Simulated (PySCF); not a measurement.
**C7H5N, SMILES `N#Cc1ccccc1`: what the electrons do**

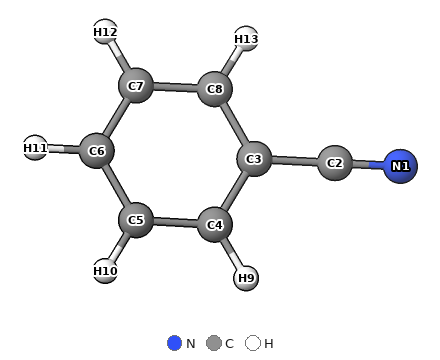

The molecule, with its atoms numbered as below. No frequency check shows the geometry to be a minimum.

Geometry (Å), atoms numbered from 1:

```
N1      -3.1686   -0.0006    0.0000
C2      -2.0222    0.0003    0.0000
C3      -0.6078    0.0005    0.0000
C4       0.0869    1.2098    0.0000
C5       1.4686    1.2023    0.0000
C6       2.1594   -0.0003    0.0000
C7       1.4688   -1.2020    0.0000
C8       0.0871   -1.2097    0.0000
H9      -0.4618    2.1401    0.0000
H10      2.0096    2.1368    0.0000
H11      3.2392   -0.0006    0.0000
H12      2.0100   -2.1364    0.0000
H13     -0.4614   -2.1402    0.0000
```

### 1. Excited states

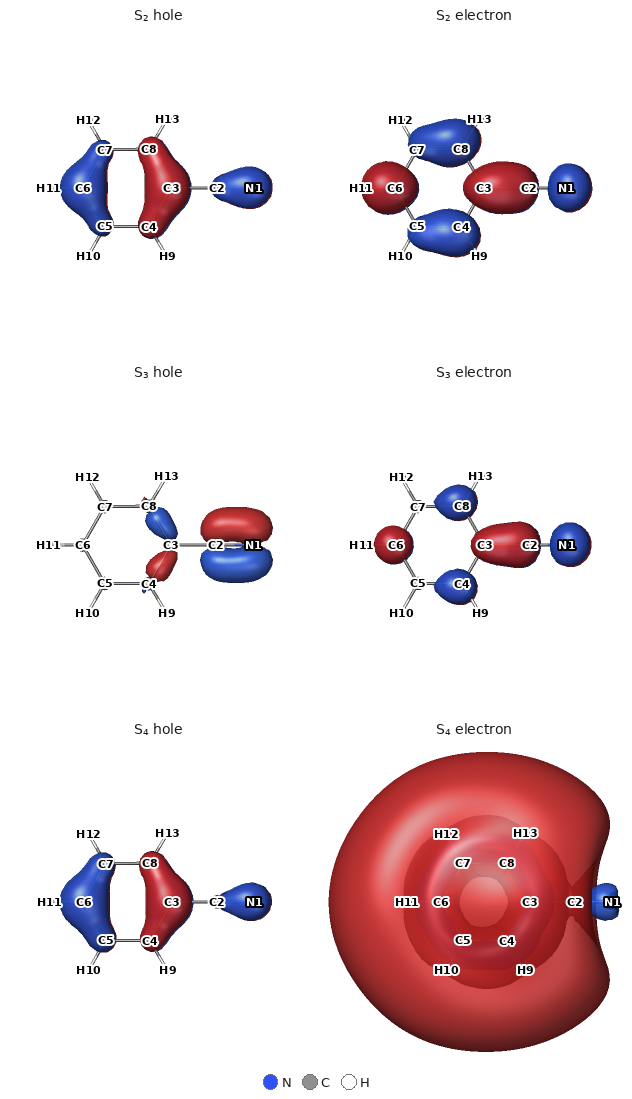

Leading natural transition orbitals (TDA singlet states).

PySCF calculation, CAM-B3LYP/6-31+G*, gas phase; geometry: GFN2-xTB.

Describe these excited states.

Answer. By state:
- S₂: 6.01 eV (206 nm), f = 0.243 (bright), π → π*; the leading pair carries 79 %; hole on C3 and C6 (17 % each), N1 (16 %) and C4 and C8 (10 % each), electron on C3 and C6 (15 % each), C4 and C8 (12 % each) and N1 (12 %) (shares are of the whole state, not of the leading pair alone); their centroids lie 0.1 Å apart.
- S₃: 6.79 eV (182 nm), f = 0.000 (dark); the leading pair carries 95 %; hole on N1 (46 %), C2 (31 %) and C3 (7 %), electron on N1 (23 %), C2 (19 %) and C3 (14 %); their centroids lie 1.3 Å apart.
- S₄: 7.01 eV (177 nm), f = 0.007, π → diffuse (Rydberg-like) orbital; the leading pair carries 98 %; hole on C6 (23 %), C3 (21 %) and N1 (13 %), electron on C6 (12 %), C5 and C7 (11 % each) and C2, C4 and C8 (9 % each) (atom shares of so diffuse an orbital are rough); their centroids lie 0.8 Å apart.

### 2. In an electric field

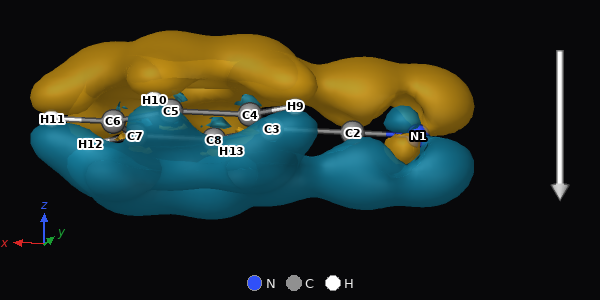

Change of the electron density in a uniform field of 0.21 V/Å along −z (arrow), surfaces at ±0.001 e/Å³ (yellow: gain, teal: loss).

PySCF calculation, ωB97X/6-311G**, gas phase; geometry: GFN2-xTB. A basis without diffuse functions makes polarisabilities too small.

The field was applied in both directions; the picture shows the one opposite to the script's first.

How large is the response?

Answer. The induced dipole is 0.34 D (along the field); α along this axis, from the fields in both directions, is 33 bohr³ (4.9 Å³).

### 3. Localised orbitals

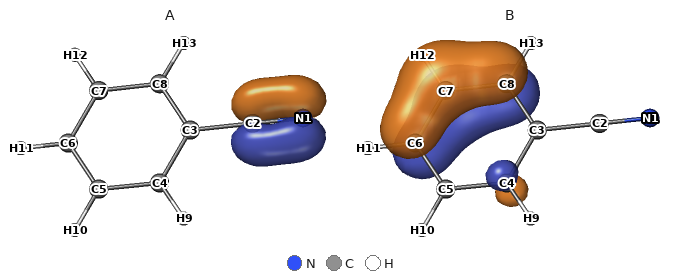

Intrinsic bond orbitals (IBO), occupied; each surface holds about 70 % of the orbital's density. Energies are diagonal elements of the Fock matrix.

PySCF calculation, B3LYP/def2-SVP, gas phase; geometry: GFN2-xTB.

Name the orbitals, with their atomic make-up and energies.

Answer. By panel:
- A: π bond N1–C2 (N1 53 %, C2 47 %; −9.6 eV)
- B: delocalised π orbital mainly over C7, C8 and C6 (C7 50 %, C8 24 %, C6 22 %; −8.8 eV)

How do all the valence pairs divide up?

Answer. 19 pairs: 13 σ bonds, 3 delocalised π orbitals, 2 two-centre π bonds and 1 lone pair.

The PySCF runs shown took 6.1 min, 36 s and 11 s on 1 thread of Intel(R) Xeon(R) 6975P-C (Granite Rapids), with other jobs on the host.
